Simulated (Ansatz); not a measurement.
**One shape, several levels: triplet InNH4**

We compute a comparison of 6 runs (UB3LYP/def2-SVP, UHSE06/def2-SVP, UPBE-QIDH/def2-SVP, USVWN5/def2-SVP, RPA@PBE0/def2-SVP, UMP2/def2-SVP) of triplet InNH4. 

The results are computed with Ansatz 0.2.0.

47 further runs of the same task are left out: 47 set aside as unsound or not needed.

### 1 The structure to begin with

InNH4 has 6 atoms, charge 0, and is taken as a triplet. As SMILES of the parent species, `[NH2][InH2]`. Geometry: relaxed at PBE0-D4/def2-TZVP. That shape belongs to the parent species and isn't relaxed for this state.

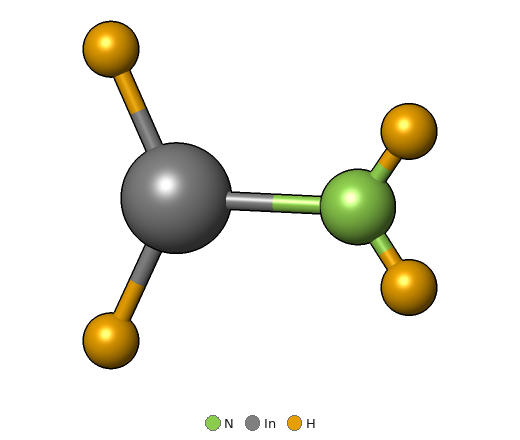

Viewed from a chosen angle; nitrogen green, indium grey, hydrogen amber.

### 2 A single-point energy at UB3LYP/def2-SVP (core potential) (run 1)

Contents of molecule.yaml:

```yaml
basis:
  gaussian: {orbitals: def2-SVP}
crystal:
  periodic: [false, false, false]
  atoms:
    - {symbol: "N", position_ang: [-0.092200, -1.060500, 0.036600]}
    - {symbol: In, position_ang: [0.095300, 0.935900, -0.048300]}
    - {symbol: H, position_ang: [-0.598000, -1.552900, 0.753400]}
    - {symbol: H, position_ang: [0.311900, -1.697300, -0.629300]}
    - {symbol: H, position_ang: [1.012500, 1.520500, -1.370700]}
    - {symbol: H, position_ang: [-0.687400, 1.790300, 1.212100]}
magnetization: {spin_polarized: true, initial_magnetization: 2}
hamiltonian: {xc: {name: B3LYP}}
accuracy: high
output: {orbitals: {seedname: orbitals}}
```

On the command line:

```console
ansatz run molecule.yaml --threads 1 --pin off --max-ram 3480MiB --events-out events.jsonl --progress --plain --runs-dir runs
```

Output:

```text
Warning: RAYON_NUM_THREADS=1 ignored (pool sized by the plan → 1); use --threads N
Functional definition: B3LYP
  name "B3LYP"
  parameter a0 = 0.2
  parameter ax = 0.72
  parameter ac = 0.81
  exchange = (1 - a0 - ax)*slater_x + ax*b88_x + a0*exact_x
  correlation = (1 - ac)*vwn_rpa_c + ac*lyp_c
1456 factors; integrals over basis functions are off by at most 3.0e-9 eV
mean field evaluation 1: about -6715.2752 eV, gradient 4.4e1 eV
mean field evaluation 2: about -6659.1190 eV, gradient 9.1e1 eV
mean field evaluation 4: about -6721.6800 eV, gradient 2.1e1 eV
mean field evaluation 8: about -6724.5978 eV, gradient 4.1e-1 eV
mean field evaluation 16: about -6724.6680 eV, gradient 9.3e-4 eV
mean field evaluation 32: about -6724.6680 eV, gradient 6.1e-7 eV
mean field evaluation 64: about -6723.7736 eV, gradient 1.2e0 eV
mean field -6724.66799917 eV, -247.1269908259 hartree, gradient 2.0e-8 eV, S^2 2.006917; 9 other end points of the search recorded, 0 dependent functions left out
reference -6724.66803524 eV, -247.1269921515 hartree; 17, 15 occupied and 43, 45 virtual orbitals, 1456 factors
Total energy: -6724.66803524 eV, -247.1269921515 hartree
```

Wall time 32 s (1 thread of Arm Neoverse N1, shared host); peak memory 0.27 GiB.

### 3 A single-point energy at UHSE06/def2-SVP (core potential) (run 2)

Contents of in.yaml:

```yaml
crystal:
  periodic: [false, false, false]
  atoms:
    - {symbol: N, position_ang: [-0.092200, -1.060500, 0.036600]}
    - {symbol: In, position_ang: [0.095300, 0.935900, -0.048300]}
    - {symbol: H, position_ang: [-0.598000, -1.552900, 0.753400]}
    - {symbol: H, position_ang: [0.311900, -1.697300, -0.629300]}
    - {symbol: H, position_ang: [1.012500, 1.520500, -1.370700]}
    - {symbol: H, position_ang: [-0.687400, 1.790300, 1.212100]}
basis:
  gaussian: {orbitals: def2-SVP}
accuracy: high
hamiltonian: {xc: hse06}
output: {orbitals: {seedname: orbitals}}
magnetization: {spin_polarized: true, initial_magnetization: 2}
```

On the command line:

```console
ansatz run in.yaml --threads 1 --pin off --max-ram 3480MiB --events-out events.jsonl --progress --plain --runs-dir runs
```

Output:

```text
Warning: RAYON_NUM_THREADS=1 ignored (pool sized by the plan → 1); use --threads N
Functional definition: HSE06
  name "HSE06"
  parameter a = 0.25
  parameter omega = 0.11/bohr
  exchange = pbe_x - a*pbe_x_sr(omega) + a*exact_x_sr(omega)
  correlation = pbe_c
1456 factors; integrals over basis functions are off by at most 3.0e-9 eV
95 factors; integrals over basis functions are off by at most 9.0e-10 eV
mean field evaluation 1: about -6712.2585 eV, gradient 4.1e1 eV
mean field evaluation 2: about -6659.4797 eV, gradient 8.7e1 eV
mean field evaluation 4: about -6717.8299 eV, gradient 2.1e1 eV
mean field evaluation 8: about -6720.7727 eV, gradient 4.2e-1 eV
mean field evaluation 16: about -6720.8609 eV, gradient 1.1e-3 eV
mean field evaluation 32: about -6712.4024 eV, gradient 2.6e1 eV
mean field -6720.86094527 eV, -246.9870841755 hartree, gradient 7.0e-8 eV, S^2 2.009548; 7 other end points of the search recorded, 0 dependent functions left out
reference -6720.86094932 eV, -246.9870843245 hartree; 17, 15 occupied and 43, 45 virtual orbitals, 1456 factors
Total energy: -6720.86094932 eV, -246.9870843245 hartree
```

Run time: 24 s. Hardware: 1 thread of Arm Neoverse N1, shared host; peak memory 0.27 GiB.

Runs 3 to 4 aren't shown in full; the table further down has their settings and results.

### 4 A single-point energy at RPA@PBE0/def2-SVP (core potential) (run 5)

Contents of input.yaml:

```yaml
crystal:
  periodic: [false, false, false]
  atoms:
    - {symbol: "N", position_ang: [-0.092200, -1.060500, 0.036600]}
    - {symbol: In, position_ang: [0.095300, 0.935900, -0.048300]}
    - {symbol: H, position_ang: [-0.598000, -1.552900, 0.753400]}
    - {symbol: H, position_ang: [0.311900, -1.697300, -0.629300]}
    - {symbol: H, position_ang: [1.012500, 1.520500, -1.370700]}
    - {symbol: H, position_ang: [-0.687400, 1.790300, 1.212100]}
basis:
  gaussian:
    orbitals: def2-SVP
total_charge: 0
magnetization:
  spin_polarized: true
  initial_magnetization: 2
hamiltonian:
  xc: pbe0
correlation:
  method: rpa
  frozen_orbitals: {H: 0, In: 4, "N": 1}
accuracy: high
```

On the command line:

```console
ansatz run input.yaml --threads 1 --pin off --max-ram 3480MiB --events-out events.jsonl --progress --plain --runs-dir runs
```

Output (excerpt; [...] marks lines left out):

```text
Warning: RAYON_NUM_THREADS=1 ignored (pool sized by the plan → 1); use --threads N
Functional definition: PBE0
  name "PBE0"
[...]
1456 factors; integrals over basis functions are off by at most 3.0e-9 eV
[...]
mean field -6720.99322199 eV, -246.9919452552 hartree, gradient 9.7e-8 eV, S^2 2.009581; 7 other end points of the search recorded, 0 dependent functions left out
5 core orbitals not correlated: weight in the atoms' cores, before any rotation towards them, 1.000 or more for the frozen orbitals, at most 0.000 for the correlated occupied ones
reference -6687.87897164 eV, -245.7750190006 hartree; 12, 10 occupied and 43, 45 virtual orbitals, 1456 factors
Total energy: -6698.55324794 eV, -246.1672914193 hartree
```

Run time: 36 s. Hardware: 1 thread of Arm Neoverse N1, shared host; peak memory 0.29 GiB.

### 5 A single-point energy at UMP2/def2-SVP (core potential) (run 6)

Edit in.yaml of step 3 so:

```diff
@@ -10,6 +10,10 @@
 basis:
-  gaussian: {orbitals: def2-SVP}
+  gaussian:
+    orbitals: def2-SVP
+magnetization:
+  spin_polarized: true
+  initial_magnetization: 2
+correlation:
+  method: mp2
+  frozen_orbitals: {H: 0, In: 4, "N": 1}
 accuracy: high
-hamiltonian: {xc: hse06}
-output: {orbitals: {seedname: orbitals}}
-magnetization: {spin_polarized: true, initial_magnetization: 2}
```

On the command line:

```console
ansatz run in.yaml --threads 1 --pin off --max-ram 3480MiB --events-out events.jsonl --progress --plain --runs-dir runs
```

Output (excerpt; [...] marks lines left out):

```text
Warning: RAYON_NUM_THREADS=1 ignored (pool sized by the plan → 1); use --threads N
Functional definition: HF
  name "HF"
[...]
1456 factors; integrals over basis functions are off by at most 3.0e-9 eV
[...]
mean field -6688.26182626 eV, -245.7890886485 hartree, gradient 9.1e-8 eV, S^2 2.035110; 6 other end points of the search recorded, 0 dependent functions left out
5 core orbitals not correlated: weight in the atoms' cores, before any rotation towards them, 1.000 or more for the frozen orbitals, at most 0.000 for the correlated occupied ones
reference -6688.26182626 eV, -245.7890886485 hartree; 12, 10 occupied and 43, 45 virtual orbitals, 1456 factors
second order -6.35378482 eV of doubles, -0.00000000 eV of singles
Total energy: -6694.61561109 eV, -246.0225859340 hartree
```

It took 6.3 s on 1 thread of Arm Neoverse N1, shared host; peak memory 0.17 GiB.

### 6 The series

```tsv
run	level	frozen core orbitals	energy (Eh)	HOMO energy (eV)	⟨S²⟩	wall time
1	UB3LYP/def2-SVP (core potential)	–	-247.126992	-2.67	2.007	32 s
2	UHSE06/def2-SVP (core potential)	–	-246.987084	-2.55	2.010	24 s
3	UPBE-QIDH/def2-SVP (core potential)	5	-246.690875	-4.01	2.020	44 s
4	USVWN5/def2-SVP (core potential)	–	-246.260876	-2.31	2.002	12 s
5	RPA@PBE0/def2-SVP (core potential)	5	-246.167291	–	2.010	36 s
6	UMP2/def2-SVP (core potential)	5	-246.022586	–	2.035	6.3 s
```

### 7 What came out

| quantity | value |
| --- | --- |
| run 6: total energy | -246.02259 Eh |
| run 6: correlation energy (5 core orbitals frozen) | -233.5 mEh |
| run 6: ⟨S²⟩ of the reference determinant | 2.035 |

Totals of different functionals can't be ranked against each other. All runs together took 2.6 min, the longest 44 s.
